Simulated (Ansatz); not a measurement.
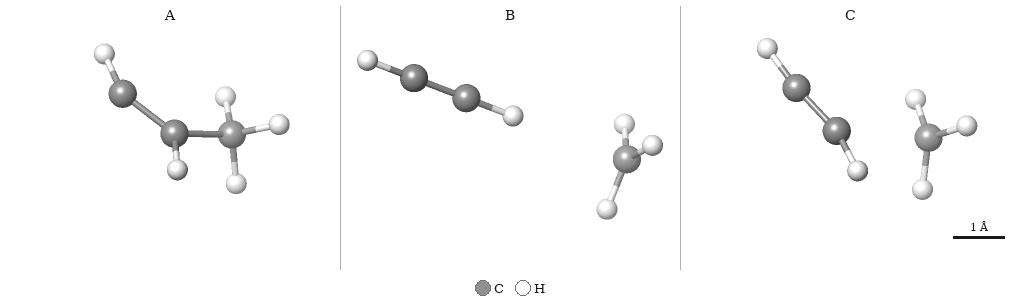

Three geometries of C$_{3}$H$_{5}$ (multiplicity 2): a saddle point and the two minima that it joins, in shuffled order. The picture is a ball-and-stick view, seen from a free direction. Sticks join atoms that are closer than about 1.2 times the sum of their covalent radii (a little more with hydrogen).

Stationary points at PBE0-D4/def2-TZVP, single-point energies with CCSD(T)/CBS, r2SCAN-D4, wB97X-V (def2-TZVPP where no basis is named; Ansatz 0.2.0). The energies are electronic, without zero-point or thermal terms, and both ends are the minima reached downhill from the saddle, with any fragments still in contact. CCSD(T)/CBS stands for a frozen-core estimate: MP2 correlation extrapolated from def2-TZVPP and def2-QZVPP, CCSD(T) minus MP2 from the smaller set.

Which frame is the transition state, what reaction does it lead through, and what barrier is to be expected?

Frame C is the saddle point. Counted by bonded pieces, B holds CH₃ + C₂H₂ and A holds C₃H₅. From B over the saddle to A, a bond forms: C–C (3.67 → 2.32 → 1.50 Å). The saddle has one imaginary mode, 461i cm⁻¹. With CCSD(T)/CBS the barrier is 9.5 kcal/mol from B and 37.2 kcal/mol from A, and A lies 27.7 kcal/mol below B. By Pauling bond orders of the changing bonds the saddle lies closer to B, the higher end, as Hammond's postulate suggests.

| level | barrier from B (kcal/mol) | barrier from A (kcal/mol) | A less B (kcal/mol) |
| --- | --- | --- | --- |
| CCSD(T)/CBS | 9.5 | 37.2 | −27.7 |
| r2SCAN-D4 | 5.6 | 38.7 | −33.1 |
| wB97X-V | 8.3 | 41.0 | −32.7 |

Against CCSD(T)/CBS, wB97X-V comes closest on the barrier from B (−1.2 kcal/mol) and r2SCAN-D4 misses most (−3.9 kcal/mol).

Limits of the set-up: the start holds two separate molecules, 2.6 Å apart at their closest, whose relative position is a soft coordinate.
